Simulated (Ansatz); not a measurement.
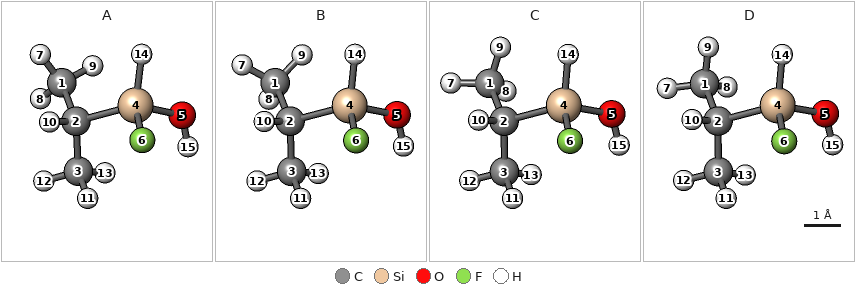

4 geometries from a converged minimum-energy path of C$_{3}$H$_{9}$FOSi, shuffled. A ball-and-stick model, seen at a tilt.

The calculation used Ansatz 0.2.0, RKS PBE/6-31G. Run with 9 movable images; climbing image; force threshold 0.03 eV/Å; iteration limit 41; starting path through a guess of the saddle point.

Which frame is the transition state?

Answer. B. In order along the path, whose images run from 0 to 10: D (image 1, +0.18 kcal/mol), C (image 2, +0.90 kcal/mol), B (image 5, +3.27 kcal/mol), A (image 7, +1.90 kcal/mol). The motion is a rotation about the C1–C2 bond by about 120°. No bond forms or breaks between the ends.

The run took roughly 8 core-minutes on a shared host.
